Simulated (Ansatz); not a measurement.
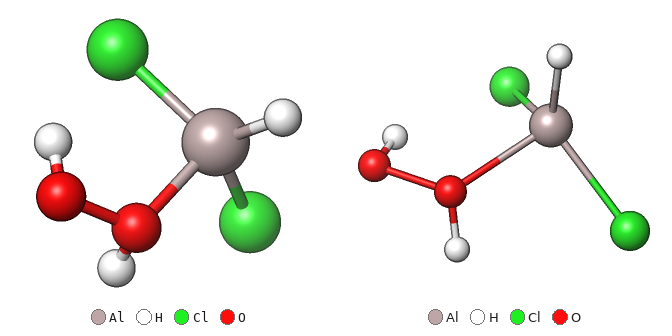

Both panels show the same species.

The computed structure is the end point of a PBE0-D4/def2-TZVP optimisation.

Describe the molecule.

The molecule is AlCl2H3O2. This geometry has C1 symmetry. Coordination, clear cases only: 1 O trigonal pyramidal; 1 O bent.

The parts below concern this one geometry. Atoms keep their numbers from picture to picture.

Shape

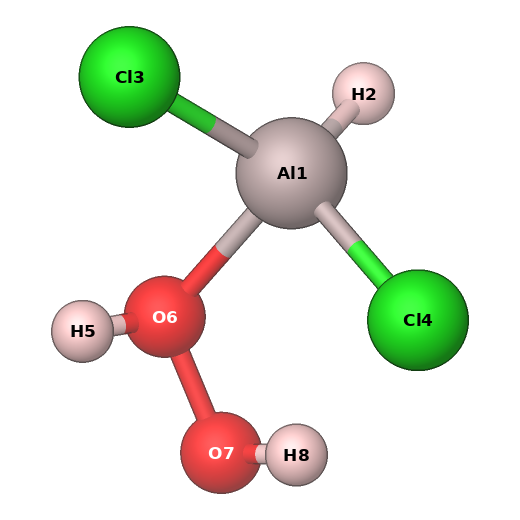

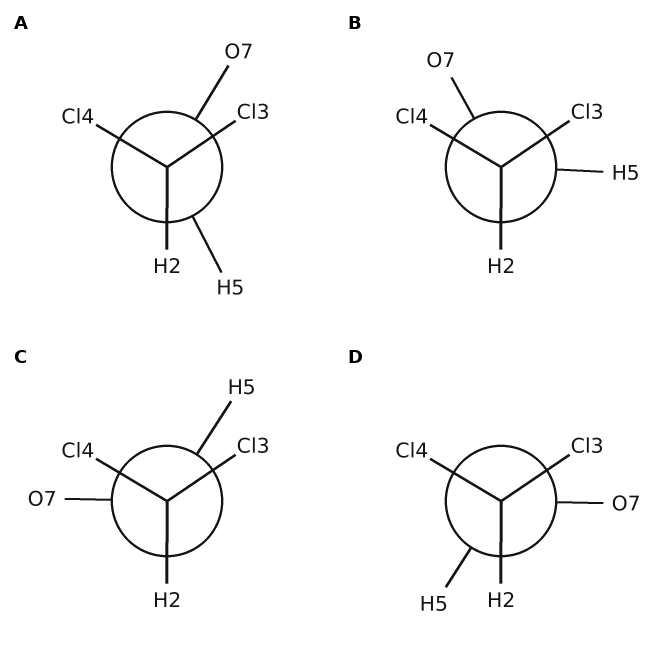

Atoms fade into the background with distance from the viewer. Bonds that would overlap in a projection are set slightly apart.

**Which Newman projection shows the view along Al1–O6, with Al1 in front?**

C. The torsion angle Cl3–Al1–O6–O7 is −145°, anticlinal.

Vibrations

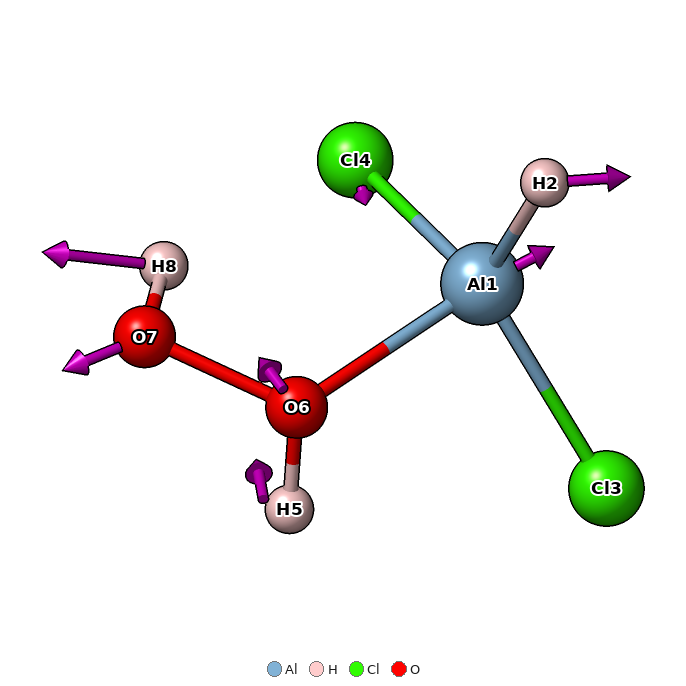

The arrows show one normal mode. Harmonic vibrations computed with RKS PBE0-D4/def2-TZVP (Ansatz 0.2.0) at a stationary point of the same level.

**Estimate its harmonic wavenumber.**

270 cm⁻¹; it is mode 5 of 18 counted from the lowest.

Thermal motion

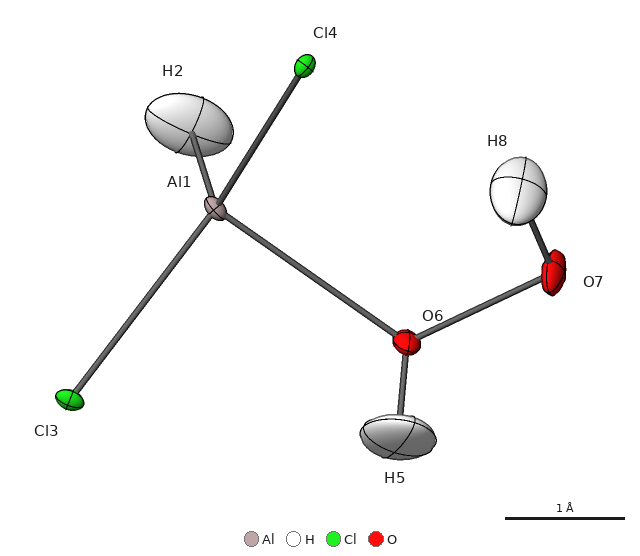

Displacement ellipsoids at the 50 % level, from the internal vibrations of the free molecule (harmonic, no overall translation or rotation; no half-axis is drawn under 0.075 Å). Vibrations computed with RKS PBE0-D4/def2-TZVP (Ansatz 0.2.0). Temperature: 298 K.

List U_eq and the three principal root-mean-square amplitudes for each kind of atom.

| atom | U_eq (Å²) | rms amplitudes (Å) |
| --- | --- | --- |
| Al1 | 0.0036 | 0.041, 0.060, 0.075 |
| H2 | 0.0355 | 0.108, 0.175, 0.253 |
| Cl3 | 0.0038 | 0.029, 0.063, 0.080 |
| Cl4 | 0.0027 | 0.024, 0.055, 0.067 |
| H5 | 0.0498 | 0.090, 0.200, 0.319 |
| O6 | 0.0088 | 0.058, 0.077, 0.131 |
| O7 | 0.0122 | 0.061, 0.089, 0.158 |
| H8 | 0.0335 | 0.096, 0.155, 0.259 |

Electronic properties

Method: RKS PBE0-D4/def2-TZVP (Ansatz 0.2.0).

**What is the dipole moment?**

2.30 D.

**Estimate the dispersion correction.**

−16.6 kJ/mol.
